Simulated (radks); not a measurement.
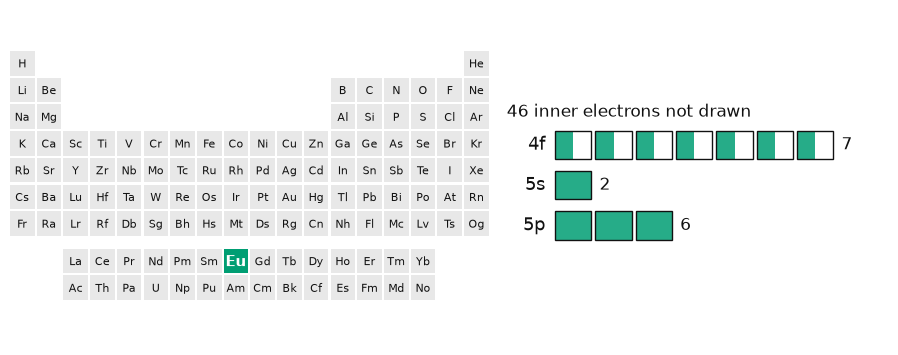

*Left, the place of europium in the periodic table; right, the outer shells as the input fills them: a box for each of the 2l + 1 orbitals, shaded by the share of the shell that is filled, with the electron count at the right.*

**Eu²⁺: atomic calculation**

Eu²⁺, configuration [Xe] 4f7. Level asked for: Dirac Kohn-Sham, PBEsol, spin-unpolarised, spherical densities, point nucleus (radks).

## Input file
```
Z 63
configuration [Xe] 4f7
relativity Dirac
functional pbe_sol,pbe_sol
spin unpolarised
j_filling energy
nucleus point
c 137.035999084
mesh_step 0.2
max_iterations 74
```

Energies in input and log are in hartree, lengths in bohr.

Launched within a batch (the task file carries these settings):
```bash
python <driver script> task.json out
```

## Output
```
Etot -7.714950155776364e+41
Ekin -1.5429900311552592e+42
Encl -4.958071918885558e+23
Eh 7.714950155776437e+41
Exc -2.083084857896255e+28
err 336375439244460.2
it 4
```

## What the run reported

```tsv
quantity	value
outcome	not converged
total energy	−771495015577636427194474062199085835747328.0000 hartree
kinetic energy	−1542990031155259237048515985215147781128192.0000 hartree
electron–nucleus energy	−495807191888555791089664.0000 hartree
Hartree energy	771495015577643700092204863808200868102144.0000 hartree
exchange–correlation energy	−20830848578962551771467087872.0000 hartree
SCF iterations	4
hardware	1 thread of Arm Neoverse N1, 77 GiB of memory available, shared host
```

## Diagnosis

A numerical setting was moved from its usual value: mesh step h = 0.2. The run did not meet its convergence test in 4 iterations, so its last values are not results.
